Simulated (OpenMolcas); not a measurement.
FeH10O6 (charge +2): single-point calculation (part 3 of 4)

The same run, continued: FeH10O6, charge +2, multiplicity 3; HF/ANO-RCC-MB, ROHF, DKH2 (OpenMolcas 26.06). The geometry comes from this level: GFN2-xTB.

Geometry of the input (Å):
```
Fe 0.0156  -0.0006  0.1502
O  0.1714  -0.0507  1.6706
O  -0.1762  0.0580  -1.7207
H  -0.2474  0.8487  -2.2713
H  -0.2354  -0.6894  -2.3292
O  1.9148  -0.1779  -0.0063
H  2.5071  0.4466  -0.4473
H  2.2869  -0.3368  0.8769
O  -1.8763  0.1638  0.3949
H  -2.0523  0.2318  1.3480
H  -2.5444  -0.4350  0.0328
O  0.1453  1.9006  0.1908
H  0.6110  2.2069  0.9857
H  -0.6672  2.4287  0.1656
O  -0.1305  -1.9071  0.1240
H  -0.3215  -2.2249  1.0221
H  0.5991  -2.4628  -0.1867
```

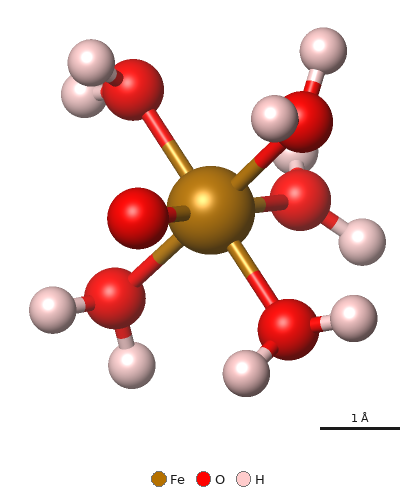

**Figure 1.** The input geometry (ball-and-stick view, seen at a tilt). Sticks mark near contacts.

What the program printed, continued
```
                            H11                     H13                     H14                     H16                     H17
                     alpha        beta       alpha        beta       alpha        beta       alpha        beta       alpha        beta
      1s           0.2691      0.2695      0.2890      0.2882      0.2740      0.2741      0.2904      0.2898      0.2729      0.2730
      2s           0.0000      0.0000      0.0000      0.0000      0.0000      0.0000      0.0000      0.0000      0.0000      0.0000
      2px          0.0000      0.0000      0.0000      0.0000      0.0000      0.0000      0.0000      0.0000      0.0000      0.0000
      2pz          0.0000      0.0000      0.0000      0.0000      0.0000      0.0000      0.0000      0.0000      0.0000      0.0000
      2py          0.0000      0.0000      0.0000      0.0000      0.0000      0.0000      0.0000      0.0000      0.0000      0.0000
      3s           0.0000      0.0000      0.0000      0.0000      0.0000      0.0000      0.0000      0.0000      0.0000      0.0000
      3px          0.0000      0.0000      0.0000      0.0000      0.0000      0.0000      0.0000      0.0000      0.0000      0.0000
      3pz          0.0000      0.0000      0.0000      0.0000      0.0000      0.0000      0.0000      0.0000      0.0000      0.0000
      3py          0.0000      0.0000      0.0000      0.0000      0.0000      0.0000      0.0000      0.0000      0.0000      0.0000
      4s           0.0000      0.0000      0.0000      0.0000      0.0000      0.0000      0.0000      0.0000      0.0000      0.0000
      3d2+         0.0000      0.0000      0.0000      0.0000      0.0000      0.0000      0.0000      0.0000      0.0000      0.0000
      3d1+         0.0000      0.0000      0.0000      0.0000      0.0000      0.0000      0.0000      0.0000      0.0000      0.0000
      3d0          0.0000      0.0000      0.0000      0.0000      0.0000      0.0000      0.0000      0.0000      0.0000      0.0000
      3d1-         0.0000      0.0000      0.0000      0.0000      0.0000      0.0000      0.0000      0.0000      0.0000      0.0000
      3d2-         0.0000      0.0000      0.0000      0.0000      0.0000      0.0000      0.0000      0.0000      0.0000      0.0000
      4px          0.0000      0.0000      0.0000      0.0000      0.0000      0.0000      0.0000      0.0000      0.0000      0.0000
      4pz          0.0000      0.0000      0.0000      0.0000      0.0000      0.0000      0.0000      0.0000      0.0000      0.0000
      4py          0.0000      0.0000      0.0000      0.0000      0.0000      0.0000      0.0000      0.0000      0.0000      0.0000
      Total        0.2691      0.2695      0.2890      0.2882      0.2740      0.2741      0.2904      0.2898      0.2729      0.2730
      Total              0.5385                  0.5772                  0.5481                  0.5802                  0.5459

      Charge            0.4615                  0.4228                  0.4519                  0.4198                  0.4541

      Total electronic charge=   82.000000

      Total            charge=    2.000000
--

++    Static properties:
      ------------------

      LoProp Charges per center

                   FE1      O2       O3       O6       O9       O12      O15      H4       H5       H7
      Nuclear     26.0000   8.0000   8.0000   8.0000   8.0000   8.0000   8.0000   1.0000   1.0000   1.0000
      Electronic -24.6653  -8.0485  -8.5744  -8.5629  -8.5628  -8.5597  -8.5607  -0.6433  -0.6446  -0.6341

      Total        1.3347  -0.0485  -0.5744  -0.5629  -0.5628  -0.5597  -0.5607   0.3567   0.3554   0.3659

                   H8       H10      H11      H13      H14      H16      H17
      Nuclear      1.0000   1.0000   1.0000   1.0000   1.0000   1.0000   1.0000
      Electronic  -0.6602  -0.6609  -0.6334  -0.6561  -0.6381  -0.6574  -0.6375

      Total        0.3398   0.3391   0.3666   0.3439   0.3619   0.3426   0.3625
--

++    Natural Bond Order analysis
      ---------------------------
      Based on LoProp computed density
      -------------------------------------------------------------------------------------
      Atom A       Atom B       Bond Order
      -------------------------------------------------------------------------------------
      NBO located      0.933 non-bonded electrons on atom FE1
      NBO located      0.955 non-bonded electrons on atom FE1
      NBO located      0.970 non-bonded electrons on atom FE1
      NBO located      0.987 non-bonded electrons on atom FE1
      NBO located      0.991 non-bonded electrons on atom FE1
      NBO located      0.998 non-bonded electrons on atom FE1
      NBO located      0.998 non-bonded electrons on atom FE1
      NBO located      1.000 non-bonded electrons on atom FE1
      NBO located      1.000 non-bonded electrons on atom FE1
      NBO located      1.000 non-bonded electrons on atom FE1
      NBO located      1.000 non-bonded electrons on atom FE1
      NBO located      1.000 non-bonded electrons on atom O2
      NBO located      1.014 non-bonded electrons on atom O2
      NBO located      0.999 non-bonded electrons on atom O3
      NBO located      0.992 non-bonded electrons on atom O3
      NBO located      0.999 non-bonded electrons on atom O6
      NBO located      0.999 non-bonded electrons on atom O9
      NBO located      0.999 non-bonded electrons on atom O12
      NBO located      0.999 non-bonded electrons on atom O15
      The remaining   24.652 electrons are to be considered as diffuse
--

++    Molecular orbitals:
      -------------------

      Title: Natural orbitals

      Molecular orbitals for symmetry species 1: a

          Orbital            1         2         3         4         5         6         7         8         9        10
          Energy         -264.0767  -32.8505  -27.9221  -27.9116  -27.9114  -20.7900  -20.9724  -20.9719  -20.9681  -20.9668
          Occ. No.          2.0000    2.0000    2.0000    2.0000    2.0000    2.0000    2.0000    2.0000    2.0000    2.0000

          Orbital           11        12        13        14        15        16        17        18        19        20
          Energy          -20.9383   -4.1004   -2.5775   -3.0237   -2.7572   -1.7598   -1.7253   -1.7432   -1.7413   -1.0008
          Occ. No.          2.0000    2.0000    2.0000    2.0000    2.0000    2.0000    2.0000    2.0000    2.0000    2.0000

          Orbital           21        22        23        24        25        26        27        28        29        30
          Energy           -1.0327   -0.9971   -1.0102   -0.9979   -1.3447   -1.1539   -2.1456   -1.5406   -1.3089   -1.2094
          Occ. No.          2.0000    2.0000    2.0000    2.0000    2.0000    2.0000    2.0000    2.0000    2.0000    2.0000

          Orbital           31        32        33        34        35        36        37        38        39        40
          Energy           -1.4204   -1.0450   -1.0414   -1.0450   -1.1702   -0.9587   -1.2468   -1.0187   -0.9973   -1.6114
          Occ. No.          2.0000    2.0000    2.0000    2.0000    2.0000    1.9999    1.9998    1.9991    1.9989    1.9986

          Orbital           41        42        43        44        45        46        47        48        49        50
          Energy           -0.6704   -0.6722    0.1059    0.1465    0.1749    0.0073   -0.0855    0.0906    0.2022    0.1989
          Occ. No.          1.0000    1.0000    0.0014    0.0011    0.0009    0.0002    0.0001    0.0000    0.0000    0.0000

          Orbital           51        52        53        54        55        56        57        58
          Energy            0.1755    0.2075    0.2408    0.2060    0.1778    0.1802    0.1358    0.2195
          Occ. No.          0.0000    0.0000    0.0000    0.0000    0.0000    0.0000    0.0000    0.0000

--

++    Molecular properties:
      ---------------------

      Charge (e):
                      =    2.0000
      Dipole Moment (debye):
      Origin of the operator (angstrom)=    0.0098   -0.0014    0.1114
                   X=  2.0755E-01               Y= -5.3970E-02               Z=  6.8863E-01           Total=  7.2125E-01
      Center of Charge (angstrom)
                     X=    0.02404884               Y=   -0.00597554               Z=    0.09952577
      Quadrupole Moment (debye*angstrom):
      Origin of the operator (angstrom)=    0.0098   -0.0014    0.1114
                  XX= -2.6505E+01              XY=  3.3322E-01              XZ= -3.9385E-01              YY= -2.6980E+01
                  YZ=  3.6484E-01              ZZ= -3.1956E+01
      In traceless form (debye*angstrom)
                  XX=  2.9629E+00              XY=  4.9983E-01              XZ= -5.9077E-01              YY=  2.2512E+00
                  YZ=  5.4726E-01              ZZ= -5.2141E+00
--

--- Stop Module: scf /rc=_RC_ALL_IS_WELL_ ---
--- Module scf spent 3 seconds ---

--- Start Module: rasscf ---

                                              &RASSCF

                       available to each process: 1.9 GB of memory, 1 thread

      Header of the ONEINT file:
      --------------------------

      OrdInt status: non-squared

      Cartesian coordinates in angstrom:
      -----------------------------------------------------
      No.  Label        X            Y            Z
      -----------------------------------------------------
       1   FE1        0.01558000  -0.00062000   0.15016000
       2   O2         0.17145000  -0.05069000   1.67063000
       3   O3        -0.17623000   0.05805000  -1.72071000
       4   O6         1.91485000  -0.17786000  -0.00625000
       5   O9        -1.87634000   0.16376000   0.39488000
       6   O12        0.14531000   1.90062000   0.19078000
       7   O15       -0.13052000  -1.90706000   0.12398000
       8   H4        -0.24741000   0.84865000  -2.27128000
       9   H5        -0.23542000  -0.68936000  -2.32924000
      10   H7         2.50705000   0.44655000  -0.44729000
      11   H8         2.28692000  -0.33683000   0.87685000
      12   H10       -2.05227000   0.23182000   1.34803000
      13   H11       -2.54436000  -0.43496000   0.03282000
      14   H13        0.61096000   2.20686000   0.98569000
      15   H14       -0.66717000   2.42874000   0.16558000
      16   H16       -0.32147000  -2.22490000   1.02213000
      17   H17        0.59906000  -2.46279000  -0.18675000
      -----------------------------------------------------
      Nuclear repulsion energy =  715.93968909

++    Wave function specifications:
      -----------------------------

      Number of closed shell electrons          80
      Number of electrons in active shells       2
      Max number of holes in RAS1 space          0
      Max nr of electrons in RAS3 space          0
      Number of inactive orbitals               40
      Number of active orbitals                  2
      Number of secondary orbitals              16
      Spin quantum number                      1.0
      State symmetry                             1
--

++    Orbital specifications:
      -----------------------

      Symmetry species                           1
                                                 a
      Frozen orbitals                            0
      Inactive orbitals                         40
      Active orbitals                            2
      RAS1 orbitals                              0
      RAS2 orbitals                              2
      RAS3 orbitals                              0
      Secondary orbitals                        16
      Deleted orbitals                           0
      Number of basis functions                 58
--

++    CI expansion specifications:
      ----------------------------

      Number of CSFs                             1
      Number of determinants                     1
      Number of root(s) required                 1
      Root chosen for geometry opt.              1
      CI root used                               1

      highest root included in the CI            1
      max. size of the explicit Hamiltonian      1
--

++    Optimization specifications:
      ----------------------------

      RASSCF algorithm: Conventional
      Maximum number of macro iterations       200
      Maximum number of SX iterations          100
      Threshold for RASSCF energy            1.000E-08
      Threshold for max MO rotation          1.000E-01
      Threshold for max BLB element          1.000E-04
      Level shift parameter                  5.000E-01
      Make Quasi-Newton update
--

      The MO-coefficients are taken from the file:
      step1.UnaOrb
      Title:UHF natural orbitals

      Total molecular charge    2.00

      ************************************************************************************************************************
      *                                            Wave function control section                                             *
      ************************************************************************************************************************

                                         RASSCF iterations: Energy and convergence statistics
                                         ----------------------------------------------------

          iter iter root      energy       change     param      element    value   shift minimum  type update hh:mm:ss
 Nr of preliminary CI iterations:   1
      Total energies have been shifted. Add                -1000.00 au
        1   1   11    1  -725.55861397    0.00E+00   2.77E-03   40  43 1  4.66E-03*  0.21   0.00    SX    NO    0:00:00
        2   1   11    1  -725.55865777   -4.38E-05* -1.60E-03   40  43 1  1.70E-03*  0.21   0.00    SX    NO    0:00:00
        3   1   10    1  -725.55866542   -7.65E-06* -8.76E-04   40  43 1  1.12E-03*  0.21   0.00    SX    NO    0:00:00
        4   1   10    1  -725.55866834   -2.92E-06* -7.36E-04   40  43 1  5.95E-04*  0.22   0.00    SX    NO    0:00:00
        5   1    9    1  -725.55866963   -1.30E-06* -1.10E-03   40  43 1  4.42E-04*  0.22   2.50    LS   YES    0:00:00
        6   1    9    1  -725.55867063   -9.97E-07* -4.87E-04   37  43 1  2.34E-04*  0.22   1.38    QN   YES    0:00:00
        7   1    9    1  -725.55867083   -2.00E-07*  3.08E-04   40  43 1 -1.06E-04*  0.22   1.04    QN   YES    0:00:00
        8   1    9    1  -725.55867090   -7.10E-08*  5.10E-04   38  42 1  7.59E-05   0.22   2.22    QN   YES    0:00:00
        9   1    8    1  -725.55867101   -1.05E-07* -3.98E-04   37  43 1 -8.22E-05   0.22   1.54    QN   YES    0:00:00
       10   1    8    1  -725.55867106   -4.82E-08* -2.19E-04   37  43 1 -7.71E-05   0.22   1.53    QN   YES    0:00:00
       11   1    6    1  -725.55867107   -1.83E-08* -3.20E-05   37  43 1 -3.15E-05   0.22   1.36    QN   YES    0:00:00
       12   1    5    1  -725.55867108   -4.28E-09  -1.64E-05   38  43 1  1.74E-05   0.22   1.41    QN   YES    0:00:00
      Convergence after 12 iterations
       13   1    5    1  -725.55867108   -1.70E-09  -1.64E-05   38  43 1  1.29E-05   0.22   1.41    QN   YES    0:00:00

      ************************************************************************************************************************
                                                      Wave function printout:
                       occupation of active orbitals, and spin coupling of open shells (u,d: Spin up or down)
      ************************************************************************************************************************

      Note: transformation to natural orbitals
      has been made, which may change the order of the CSFs.

      printout of CI-coefficients larger than  0.05 for root  1
      energy=   -1725.558671
      conf/sym  11     Coeff  Weight
             1  uu   1.00000 1.00000

      Natural orbitals and occupation numbers for root  1
      sym 1:   1.000000   1.000000

      ************************************************************************************************************************
      *                                                    Final results                                                     *
      ************************************************************************************************************************

++    Final optimization conditions:
      ------------------------------

      Average CI energy                           -1725.55867108
      RASSCF energy for state  1                  -1725.55867108
      Super-CI energy                                -0.00000000
      RASSCF energy change                           -0.00000000
      Max change in MO coefficients               2.105E-05
      Max non-diagonal density matrix element    -1.644E-05
      Maximum BLB matrix element                  1.286E-05
      (orbital pair  38,  43 in symmetry   1)
      Norm of electronic gradient            3.020E-05
--

      Final state energy(ies):
      ------------------------

::    RASSCF root number  1 Total energy:  -1725.55867108
      Von Neumann Entropy (Root   1) =  1.00000

      Mulliken population analysis for root number:  1
      -----------------------------------------------

++    Molecular charges:
      ------------------

      Mulliken charges per centre
      ---------------------------

                FE1     O2      O3      O6      O9      O12     O15     H4      H5      H7      H8      H10
      Total   24.4183  8.1125  8.7877  8.7723  8.7719  8.7674  8.7677  0.5517  0.5529  0.5391  0.5832  0.5844

      N-E      1.5817 -0.1125 -0.7877 -0.7723 -0.7719 -0.7674 -0.7677  0.4483  0.4471  0.4609  0.4168  0.4156

                H11     H13     H14     H16     H17
      Total    0.5385  0.5776  0.5482  0.5806  0.5459

      N-E      0.4615  0.4224  0.4518  0.4194  0.4541

      Total electronic charge=   82.000000

      Total            charge=    2.000000
--

      Expectation values of various properties for root number:  1
      -----------------------------------------------------------
```
